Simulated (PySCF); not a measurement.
# EuF₆ (-3): ligand-field states

What do calculations give for the ligand-field states of EuF₆ (-3)?

Programs: PySCF 2.14.0, with routines of our own; each step states its level. All values are computed. Atoms count from 0.

### Step 1. The system as given

7 atoms, charge -3, states of the metal's open shell are computed; geometry from: model geometry, bond lengths from ionic radii.

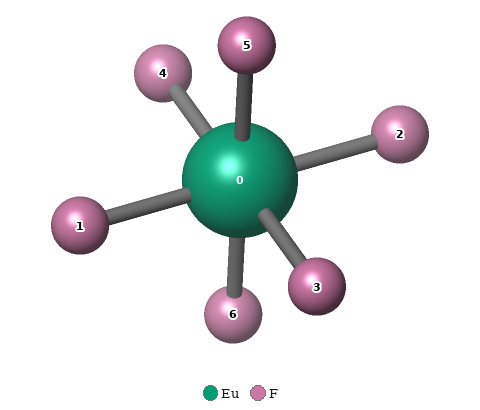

The starting geometry (europium teal, fluorine pink); sticks join atoms by distance alone.

### Step 2. Ligand-field states: state-averaged CASSCF in water

Job settings and geometry (Å):

```
{"job": {"kind": "lf", "basis": {"metal": "x2c-TZVPall", "ligand": "x2c-SVPall"}, "nevpt": false, "solvent": "water", "roots": {"7": 7, "5": 140, "3": 113, "1": 123}}, "charge": -3, "metal": "Eu", "open_shell": "f6"}
Eu     0.000000     0.000000     0.000000
F      0.000000     0.000000     2.247000
F      0.000000     0.000000    -2.247000
F      2.247000     0.000000     0.000000
F     -2.247000     0.000000     0.000000
F      0.000000     2.247000     0.000000
F     -0.000000    -2.247000     0.000000
```

Method: state-averaged CASSCF of the metal f shell, state-interaction spin-orbit coupling.

Command:

```console
$ OMP_NUM_THREADS=1 python lf_run.py task.json out
```

The driver reads the jobs from task.json and runs them one after another.

Standard output:

```text
basis functions 188, electrons 120, active (6e, 7o)
stage 1: DIIS on the effective Fock matrix, level shift 0.30
cycle   1  E = -11423.0653233134  dE = -1.142e+04  max|g| = 4.275e+00
cycle   2  E = -11431.8456162036  dE = -8.780e+00  max|g| = 3.701e+00
cycle   3  E = -11432.8535030012  dE = -1.008e+00  max|g| = 2.949e+00
cycle   4  E = -11437.2096811417  dE = -4.356e+00  max|g| = 1.712e-01
cycle   5  E = -11437.1815207215  dE =  2.816e-02  max|g| = 2.838e-01
cycle   6  E = -11437.2999015159  dE = -1.184e-01  max|g| = 3.812e-02
cycle   7  E = -11437.3038851700  dE = -3.984e-03  max|g| = 3.148e-02
cycle   8  E = -11437.3028252446  dE =  1.060e-03  max|g| = 5.137e-02
cycle   9  E = -11437.3017751314  dE =  1.050e-03  max|g| = 5.621e-02
cycle  10  E = -11437.3011621192  dE =  6.130e-04  max|g| = 6.330e-02
cycle  11  E = -11437.3003874244  dE =  7.747e-04  max|g| = 6.521e-02
cycle  12  E = -11437.2993119573  dE =  1.075e-03  max|g| = 7.498e-02
cycle  13  E = -11437.2977812441  dE =  1.531e-03  max|g| = 8.336e-02
cycle  14  E = -11437.2955785249  dE =  2.203e-03  max|g| = 8.272e-02
cycle  15  E = -11437.2902280489  dE =  5.350e-03  max|g| = 1.023e-01
stage 2: quasi-Newton rotations from the point of smallest gradient
cycle  17  E = -11437.3053425898  dE = -1.457e-03  max|g| = 5.560e-03
cycle  18  E = -11437.3054040053  dE = -6.142e-05  max|g| = 4.586e-03
cycle  19  E = -11437.3054165823  dE = -1.258e-05  max|g| = 1.214e-03
cycle  20  E = -11437.3054175912  dE = -1.009e-06  max|g| = 2.308e-04
cycle  21  E = -11437.3054176590  dE = -6.785e-08  max|g| = 9.753e-05
cycle  22  E = -11437.3054176716  dE = -1.263e-08  max|g| = 1.040e-05
cycle  23  E = -11437.3054176718  dE = -1.673e-10  max|g| = 2.036e-06
converged average energy = -11437.3054176718

 mult deg   label        CASSCF/cm-1   NEVPT2/cm-1
   7   3   7T1g                0.0
   7   3   7T2g              665.1
   7   1   7A2g              971.8
   5   3   5T2g            23987.9
   5   2   5Eg             24180.3
   5   3   5T2g            27030.7
   5   2   5Eg             27080.9
   5   3   5T1g            27216.3
   5   3   5T2g            27499.0
   5   2   5Eg             27947.3
   5   3   5T1g            27979.2
   5   1   5A1g            28031.5
   5   1   5A1g            28579.5
   5   3   5T1g            28619.5
   5   2   5Eg             28662.7
   5   3   5T2g            29046.6
   5   3   5T1g            32739.7
   5   3   5T2g            33049.7
   5   2   5Eg             33445.6
   5   3   5T1g            33561.3
   5   1   5A2g            37568.8
   5   3   5T2g            37681.7
   5   2   5Eg             37785.7
   5   1   5A2g            37852.5
   5   3   5T1g            37859.4
   5   3   5T2g            37915.9
   5   1   5A1g            37935.4
   5   3   5T2g            38068.1
   5   3   5T1g            38071.6
   5   3   5T1g            42725.9
   5   3   5T2g            42785.9
   5   1   5A2g            42951.1
   5   3   5T2g            43156.8
   5   2   5Eg             43209.9
   5   3   5T1g            43273.1
   3   3   3T1g            44048.6
   3   3   3T1g            45061.0
   3   1   3A2g            45075.8
   3   3   3T2g            45082.2
   3   2   3Eg             45096.3
   3   3   3T1g            45109.0
   3   3   3T2g            45174.3
   3   3   3T1g            45264.6
   3   2   3Eg             45340.4
   3   3   3T2g            45381.9
   3   1   3A2g            45950.1
   3   3   3T2g            45986.5
   3   3   3T1g            46034.7
   3   1   3A1g            46161.1
   3   3   3T1g            46167.6
   3   2   3Eg             46177.1
   3   3   3T1g            46338.5
   3   3   3T2g            46485.4
   3   2   3Eg             46552.2
   5   3   5T2g            46606.7
   3   3   3T2g            46617.7
   3   3   3T1g            46634.7
   3   1   3A2g            46799.0
   3   3   3T2g            47010.8
   3   3   3T2g            47036.7

spin-orbit levels / cm-1
      0.00  x1  7T1g 0.52 7T2g 0.35 7A2g 0.09
    355.11  x3  7T1g 0.55 7T2g 0.34 7A2g 0.08
    857.84  x2  7T1g 0.71 7T2g 0.26
   1089.28  x3  7T1g 0.53 7T2g 0.34 7A2g 0.09
   1817.60  x1  7T1g 0.59 7T2g 0.39
   1924.49  x3  7T1g 0.46 7T2g 0.32 7A2g 0.20
   1983.60  x3  7T2g 0.44 7T1g 0.41 7A2g 0.13
   2722.09  x3  7T1g 0.67 7T2g 0.26 7A2g 0.05
   3038.69  x2  7T2g 0.69 7T1g 0.30
   3072.31  x3  7T2g 0.40 7T1g 0.31 7A2g 0.27
   3100.12  x1  7A2g 0.49 7T1g 0.35 7T2g 0.14
   3942.98  x3  7T2g 0.50 7T1g 0.46
   3978.78  x3  7T1g 0.68 7A2g 0.23 7T2g 0.07
   3980.12  x2  7T2g 0.54 7T1g 0.44
   4257.77  x3  7T2g 0.78 7T1g 0.11 7A2g 0.09
   5059.11  x2  7T1g 0.50 7T2g 0.47
   5090.12  x3  7T2g 0.50 7T1g 0.46
   5160.07  x1  7T2g 0.58 7T1g 0.39
   5412.44  x3  7T2g 0.45 7A2g 0.39 7T1g 0.13
   5448.87  x3  7T2g 0.47 7A2g 0.39 7T1g 0.11
   5480.26  x1  7T2g 0.48 7A2g 0.40 7T1g 0.10
  20302.70  x1  5T2g 0.52 5Eg 0.33 3T1g 0.10
  21917.88  x3  5T2g 0.55 5Eg 0.35 3T1g 0.06
  24366.55  x3  5T2g 0.70 5Eg 0.24
  24495.19  x2  5Eg 0.53 5T2g 0.41
  27433.69  x3  5T2g 0.86 5Eg 0.10
```

Run time: 63 s. Hardware: 1 thread of Arm Neoverse V1, shared host; peak memory 0.79 GiB.

In short:

| quantity | value |
| --- | --- |
| spin-orbit constant ζ | 1370 cm⁻¹ |

Powder susceptibility:

| T (K) | χT (cm³ K/mol) | μ(eff) |
| --- | --- | --- |
| 2 | 0.012 | 0.31 |
| 5 | 0.030 | 0.49 |
| 10 | 0.060 | 0.69 |
| 20 | 0.119 | 0.98 |
| 30 | 0.179 | 1.20 |
| 50 | 0.299 | 1.55 |
| 75 | 0.449 | 1.89 |
| 100 | 0.597 | 2.19 |
| 150 | 0.868 | 2.63 |
| 200 | 1.083 | 2.94 |
| 250 | 1.250 | 3.16 |
| 300 | 1.384 | 3.33 |

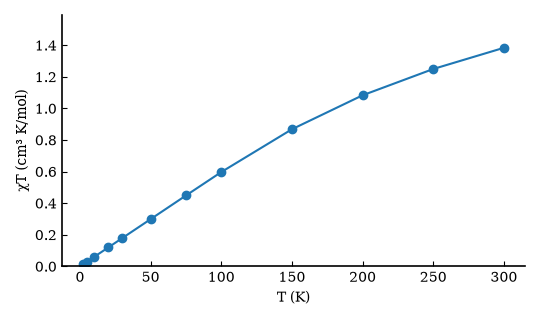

χT against temperature.

### Step 3. Ligand-field states: state-averaged CASSCF (axial bond length × 0.9) in water

Job settings and geometry (Å):

```
{"job": {"kind": "lf", "basis": {"metal": "x2c-TZVPall", "ligand": "x2c-SVPall"}, "nevpt": false, "solvent": "water", "roots": {"7": 7, "5": 140, "3": 113, "1": 123}, "reuse": true}, "charge": -3, "metal": "Eu", "open_shell": "f6"}
Eu     0.000000     0.000000     0.000000
F      0.000000     0.000000     2.022300
F      0.000000     0.000000    -2.022300
F      2.247000     0.000000     0.000000
F     -2.247000     0.000000     0.000000
F      0.000000     2.247000     0.000000
F     -0.000000    -2.247000     0.000000
```

Level: state-averaged CASSCF of the metal f shell, state-interaction spin-orbit coupling.

Standard output:

```text
basis functions 188, electrons 120, active (6e, 7o)
start from the orbitals of the previous structure
stage 1: DIIS on the effective Fock matrix, level shift 0.30
cycle   1  E = -11435.5609995599  dE = -1.144e+04  max|g| = 2.304e+01
cycle   2  E = -11437.1876988078  dE = -1.627e+00  max|g| = 4.298e-01
cycle   3  E = -11437.2480781742  dE = -6.038e-02  max|g| = 1.535e-01
cycle   4  E = -11437.2238084293  dE =  2.427e-02  max|g| = 2.141e-01
cycle   5  E = -11437.2485890103  dE = -2.478e-02  max|g| = 2.037e-01
cycle   6  E = -11437.2731690497  dE = -2.458e-02  max|g| = 6.078e-02
cycle   7  E = -11437.2743219737  dE = -1.153e-03  max|g| = 3.307e-02
cycle   8  E = -11437.2751352965  dE = -8.133e-04  max|g| = 3.711e-02
cycle   9  E = -11437.2757077689  dE = -5.725e-04  max|g| = 2.157e-02
cycle  10  E = -11437.2758813967  dE = -1.736e-04  max|g| = 1.158e-02
cycle  11  E = -11437.2759957400  dE = -1.143e-04  max|g| = 6.737e-03
cycle  12  E = -11437.2760170397  dE = -2.130e-05  max|g| = 4.893e-03
cycle  13  E = -11437.2760279701  dE = -1.093e-05  max|g| = 3.734e-03
cycle  14  E = -11437.2760347433  dE = -6.773e-06  max|g| = 2.572e-03
cycle  15  E = -11437.2760361762  dE = -1.433e-06  max|g| = 2.780e-03
cycle  16  E = -11437.2760367088  dE = -5.326e-07  max|g| = 2.337e-03
cycle  17  E = -11437.2760372933  dE = -5.845e-07  max|g| = 2.006e-03
cycle  18  E = -11437.2760378583  dE = -5.650e-07  max|g| = 2.191e-03
cycle  19  E = -11437.2760387682  dE = -9.099e-07  max|g| = 2.297e-03
cycle  20  E = -11437.2760392866  dE = -5.184e-07  max|g| = 2.405e-03
cycle  21  E = -11437.2760396092  dE = -3.226e-07  max|g| = 2.003e-03
cycle  22  E = -11437.2760398096  dE = -2.005e-07  max|g| = 1.660e-03
cycle  23  E = -11437.2760398056  dE =  3.998e-09  max|g| = 1.334e-03
cycle  24  E = -11437.2760398773  dE = -7.165e-08  max|g| = 1.126e-03
cycle  25  E = -11437.2760400584  dE = -1.811e-07  max|g| = 1.018e-03
cycle  26  E = -11437.2760401496  dE = -9.119e-08  max|g| = 9.591e-04
cycle  27  E = -11437.2760404865  dE = -3.369e-07  max|g| = 1.021e-03
stage 2: quasi-Newton rotations from the point of smallest gradient
cycle  29  E = -11437.2760427528  dE = -2.603e-06  max|g| = 2.057e-04
cycle  30  E = -11437.2760428537  dE = -1.008e-07  max|g| = 1.936e-04
cycle  31  E = -11437.2760428714  dE = -1.769e-08  max|g| = 6.542e-05
cycle  32  E = -11437.2760428731  dE = -1.763e-09  max|g| = 5.090e-06
converged average energy = -11437.2760428731

 mult deg   label        CASSCF/cm-1   NEVPT2/cm-1
   7   1   7A2g                0.0
   7   2   7Eg               943.4
   7   2   7Eg              1633.0
   7   1   7B2g             1691.2
   7   1   7B1g             1990.1
   5   2   5Eg             24633.0
   5   1   5B2g            24805.3
   5   1   5A1g            24873.9
   5   1   5B1g            25003.1
   5   2   5Eg             27508.1
   5   1   5A1g            27585.2
   5   1   5B2g            27638.4
   5   1   5A2g            27647.5
   5   1   5B1g            27659.1
   5   2   5Eg             27907.6
   5   2   5Eg             28201.8
   5   1   5B2g            28272.5
   5   1   5B1g            28744.1
   5   1   5A1g            28860.0
   5   1   5A2g            28861.2
   5   2   5Eg             28911.0
   5   1   5A1g            29031.6
   5   1   5A1g            29175.5
   5   2   5Eg             29216.8
   5   1   5B1g            29376.7
   5   1   5A2g            29538.1
   5   1   5A1g            29549.2
   5   1   5B2g            29752.5
   5   2   5Eg             30005.2
   5   1   5A2g            33191.0
   5   2   5Eg             33342.3
   5   2   5Eg             33673.4
   5   1   5B2g            33848.7
   5   1   5B1g            34241.7
   5   1   5A1g            34313.3
   5   1   5A2g            34385.1
   5   2   5Eg             34486.3
   5   1   5B1g            38000.3
   5   1   5B2g            38019.8
   5   2   5Eg             38401.9
   5   1   5B1g            38411.7
   5   1   5A2g            38487.3
   5   1   5B1g            38511.6
   5   2   5Eg             38558.1
   5   1   5B2g            38588.8
   5   1   5A1g            38631.9
   5   2   5Eg             38650.6
   5   1   5A2g            38689.3
   5   1   5A1g            38749.8
   5   1   5B2g            38775.2
   5   2   5Eg             38817.5
   5   2   5Eg             39078.7
   5   1   5A2g            43176.5
   5   2   5Eg             43272.0
   5   1   5B2g            43449.0
   5   2   5Eg             43589.6
   5   1   5B1g            43644.5
   5   2   5Eg             43951.2
   5   1   5B2g            43956.4
   5   1   5B1g            43970.1

spin-orbit levels / cm-1
      0.00  x1  7A2g 0.38 7Eg 0.31 7Eg 0.13
    228.69  x2  7A2g 0.44 7Eg 0.32 7Eg 0.10
    727.39  x1  7A2g 0.48 7Eg 0.37 7B2g 0.08
    810.83  x1  7Eg 0.42 7Eg 0.32 7B2g 0.13
    821.15  x1  7A2g 0.55 7Eg 0.26 7Eg 0.12
   1122.92  x1  7Eg 0.46 7Eg 0.33 7A2g 0.13
   1399.89  x2  7Eg 0.44 7B2g 0.19 7Eg 0.17
   1732.98  x2  7A2g 0.57 7Eg 0.20 7B1g 0.10
   1999.08  x1  7Eg 0.46 7B2g 0.24 7Eg 0.17
   2187.04  x2  7Eg 0.24 7B2g 0.22 7Eg 0.21
   2250.28  x1  7Eg 0.51 7Eg 0.23 7B2g 0.14
   2305.93  x1  7Eg 0.54 7B1g 0.29 7Eg 0.12
   2889.06  x2  7Eg 0.31 7Eg 0.20 7B2g 0.18
   2894.34  x1  7Eg 0.85 7Eg 0.12
   3155.66  x1  7Eg 0.44 7Eg 0.42 7A2g 0.11
   3171.20  x1  7B2g 0.36 7A2g 0.25 7B1g 0.18
   3217.04  x2  7Eg 0.29 7B1g 0.26 7Eg 0.14
   3371.59  x1  7Eg 0.34 7Eg 0.32 7B1g 0.23
   3372.71  x1  7Eg 0.35 7Eg 0.30 7B1g 0.27
   3852.74  x1  7Eg 0.45 7A2g 0.35 7B1g 0.15
   4047.78  x1  7Eg 0.50 7A2g 0.21 7B2g 0.18
   4061.49  x2  7Eg 0.43 7Eg 0.37 7A2g 0.12
   4149.03  x2  7Eg 0.39 7B2g 0.17 7Eg 0.14
   4235.30  x1  7Eg 0.46 7Eg 0.34 7B1g 0.10
   4266.80  x1  7Eg 0.51 7Eg 0.43 7B1g 0.03
   4469.26  x1  7Eg 0.40 7B2g 0.29 7Eg 0.22
   4620.99  x2  7Eg 0.56 7B2g 0.22 7B1g 0.14
   4990.20  x1  7Eg 0.34 7B2g 0.22 7A2g 0.21
   5117.17  x2  7Eg 0.36 7B2g 0.33 7A2g 0.12
   5234.21  x1  7B2g 0.47 7Eg 0.41 7A2g 0.06
```

It took 54 s on 1 thread of Arm Neoverse V1, shared host; peak memory 0.79 GiB.

Warnings kept with the result: spin Hamiltonian not valid, low-lying orbital states.

Key values:

| quantity | value |
| --- | --- |
| spin-orbit constant ζ | 1366 cm⁻¹ |

Powder susceptibility:

| T (K) | χT (cm³ K/mol) | μ(eff) |
| --- | --- | --- |
| 2 | 0.019 | 0.39 |
| 20 | 0.192 | 1.24 |
| 100 | 0.910 | 2.70 |
| 300 | 1.633 | 3.61 |

### Step 4. Ligand-field states: state-averaged CASSCF (axial bond length × 0.95) in water

The job, as its differences from that of step 3:

```diff
@@ -2,4 +2,4 @@
 Eu     0.000000     0.000000     0.000000
-F      0.000000     0.000000     2.022300
-F      0.000000     0.000000    -2.022300
+F      0.000000     0.000000     2.134600
+F      0.000000     0.000000    -2.134600
 F      2.247000     0.000000     0.000000
```

Level: state-averaged CASSCF of the metal f shell, state-interaction spin-orbit coupling.

Standard output:

```text
basis functions 188, electrons 120, active (6e, 7o)
start from the orbitals of the previous structure
stage 1: DIIS on the effective Fock matrix, level shift 0.30
cycle   1  E = -11436.7236341702  dE = -1.144e+04  max|g| = 1.466e+01
cycle   2  E = -11437.2729002259  dE = -5.493e-01  max|g| = 2.850e-01
cycle   3  E = -11437.2938260552  dE = -2.093e-02  max|g| = 7.303e-02
cycle   4  E = -11437.2880243058  dE =  5.802e-03  max|g| = 9.935e-02
cycle   5  E = -11437.2966444592  dE = -8.620e-03  max|g| = 5.613e-02
cycle   6  E = -11437.2980072946  dE = -1.363e-03  max|g| = 2.708e-02
cycle   7  E = -11437.2986082017  dE = -6.009e-04  max|g| = 3.052e-02
cycle   8  E = -11437.2987247926  dE = -1.166e-04  max|g| = 2.656e-02
cycle   9  E = -11437.2988770921  dE = -1.523e-04  max|g| = 2.410e-02
cycle  10  E = -11437.2989840065  dE = -1.069e-04  max|g| = 1.352e-02
cycle  11  E = -11437.2989904626  dE = -6.456e-06  max|g| = 1.311e-02
cycle  12  E = -11437.2989781899  dE =  1.227e-05  max|g| = 1.372e-02
cycle  13  E = -11437.2989596892  dE =  1.850e-05  max|g| = 1.518e-02
cycle  14  E = -11437.2989342598  dE =  2.543e-05  max|g| = 1.709e-02
cycle  15  E = -11437.2988961304  dE =  3.813e-05  max|g| = 1.991e-02
cycle  16  E = -11437.2988335937  dE =  6.254e-05  max|g| = 2.403e-02
cycle  17  E = -11437.2987288621  dE =  1.047e-04  max|g| = 2.812e-02
cycle  18  E = -11437.2986075032  dE =  1.214e-04  max|g| = 3.292e-02
cycle  19  E = -11437.2984274282  dE =  1.801e-04  max|g| = 3.996e-02
cycle  20  E = -11437.2981518441  dE =  2.756e-04  max|g| = 4.807e-02
stage 2: quasi-Newton rotations from the point of smallest gradient
cycle  22  E = -11437.2990861576  dE = -9.569e-05  max|g| = 2.231e-03
cycle  23  E = -11437.2990903196  dE = -4.162e-06  max|g| = 1.001e-03
cycle  24  E = -11437.2990908985  dE = -5.788e-07  max|g| = 3.860e-04
cycle  25  E = -11437.2990909724  dE = -7.395e-08  max|g| = 4.437e-05
cycle  26  E = -11437.2990909750  dE = -2.619e-09  max|g| = 3.467e-05
cycle  27  E = -11437.2990909758  dE = -7.713e-10  max|g| = 3.173e-06
converged average energy = -11437.2990909758

 mult deg   label        CASSCF/cm-1   NEVPT2/cm-1
   7   1   7A2g                0.0
   7   2   7Eg               410.8
   7   2   7Eg              1047.3
   7   1   7B2g             1082.1
   7   1   7B1g             1384.3
   5   2   5Eg             24259.9
   5   1   5B2g            24332.7
   5   1   5A1g            24472.5
   5   1   5B1g            24526.9
   5   2   5Eg             27251.2
   5   1   5B2g            27294.5
   5   1   5A1g            27318.7
   5   1   5B1g            27328.8
   5   1   5A2g            27417.9
   5   2   5Eg             27511.6
   5   2   5Eg             27792.3
   5   1   5B2g            27820.2
   5   1   5B1g            28285.3
   5   1   5A1g            28325.2
   5   1   5A2g            28334.8
   5   2   5Eg             28358.1
   5   1   5A1g            28422.3
   5   1   5A1g            28831.8
   5   2   5Eg             28864.5
   5   1   5B1g            28950.4
   5   1   5A2g            29006.7
   5   1   5A1g            29021.9
   5   1   5B2g            29334.0
   5   2   5Eg             29436.8
   5   1   5A2g            32943.1
   5   2   5Eg             33000.0
   5   2   5Eg             33315.9
   5   1   5B2g            33378.7
   5   1   5B1g            33771.4
   5   1   5A1g            33802.5
   5   1   5A2g            33896.3
   5   2   5Eg             33934.3
   5   1   5B1g            37784.4
   5   1   5B2g            37830.1
   5   2   5Eg             38000.5
   5   1   5B1g            38020.3
   5   1   5B1g            38128.5
   5   1   5A2g            38130.5
   5   2   5Eg             38159.2
   5   1   5A1g            38159.8
   5   1   5B2g            38194.9
   5   2   5Eg             38219.0
   5   1   5A1g            38252.7
   5   1   5A2g            38308.4
   5   2   5Eg             38355.4
   5   1   5B2g            38365.4
   5   2   5Eg             38487.9
   5   1   5A2g            42918.4
   5   2   5Eg             42973.2
   5   1   5B2g            43061.2
   5   2   5Eg             43109.9
   5   1   5B1g            43242.8
   5   2   5Eg             43478.8
   5   1   5B2g            43483.0
   5   1   5B1g            43513.2

spin-orbit levels / cm-1
      0.00  x1  7Eg 0.31 7A2g 0.26 7Eg 0.20
    287.01  x2  7A2g 0.35 7Eg 0.30 7Eg 0.16
    528.14  x1  7Eg 0.43 7Eg 0.33 7B2g 0.12
    796.99  x1  7Eg 0.42 7A2g 0.36 7B2g 0.13
    929.29  x1  7Eg 0.45 7Eg 0.34 7A2g 0.17
    954.67  x1  7A2g 0.47 7Eg 0.23 7Eg 0.21
   1195.48  x2  7Eg 0.45 7Eg 0.19 7B2g 0.19
   1849.27  x1  7Eg 0.44 7Eg 0.21 7B2g 0.19
   1852.32  x2  7A2g 0.43 7Eg 0.19 7Eg 0.16
   2029.21  x2  7Eg 0.25 7Eg 0.24 7B2g 0.20
   2058.55  x1  7Eg 0.46 7Eg 0.23 7B2g 0.17
   2062.93  x1  7Eg 0.47 7B1g 0.25 7Eg 0.23
   2746.15  x2  7Eg 0.27 7A2g 0.26 7Eg 0.20
   2750.78  x1  7Eg 0.80 7Eg 0.15
   3058.62  x1  7Eg 0.58 7Eg 0.32 7A2g 0.09
   3072.90  x1  7B2g 0.45 7A2g 0.24 7B1g 0.12
   3096.44  x2  7B1g 0.28 7Eg 0.21 7Eg 0.20
   3171.50  x1  7Eg 0.34 7Eg 0.30 7B1g 0.25
   3176.68  x1  7B1g 0.36 7Eg 0.31 7Eg 0.27
   3886.04  x1  7A2g 0.40 7Eg 0.34 7B1g 0.19
   3949.71  x2  7Eg 0.43 7Eg 0.27 7A2g 0.18
   3968.62  x1  7Eg 0.33 7B2g 0.27 7A2g 0.27
   4027.22  x1  7Eg 0.48 7Eg 0.35 7B2g 0.10
   4030.25  x2  7Eg 0.48 7B1g 0.19 7A2g 0.14
   4062.76  x1  7Eg 0.50 7Eg 0.46
   4299.85  x1  7Eg 0.47 7B2g 0.26 7Eg 0.17
   4363.10  x2  7Eg 0.54 7B2g 0.25 7B1g 0.11
   4977.23  x1  7Eg 0.27 7A2g 0.27 7Eg 0.24
   5043.77  x2  7Eg 0.31 7B2g 0.28 7A2g 0.19
   5106.28  x1  7B2g 0.38 7Eg 0.38 7Eg 0.11
```

It took 47 s on 1 thread of Arm Neoverse V1, shared host; peak memory 0.79 GiB.

Warnings kept with the result: spin Hamiltonian not valid, low-lying orbital states.

In short:

| quantity | value |
| --- | --- |
| spin-orbit constant ζ | 1368 cm⁻¹ |

Powder susceptibility:

| T (K) | χT (cm³ K/mol) | μ(eff) |
| --- | --- | --- |
| 2 | 0.014 | 0.33 |
| 20 | 0.138 | 1.05 |
| 100 | 0.678 | 2.33 |
| 300 | 1.445 | 3.40 |

(Part 1 of 2 ends here.)
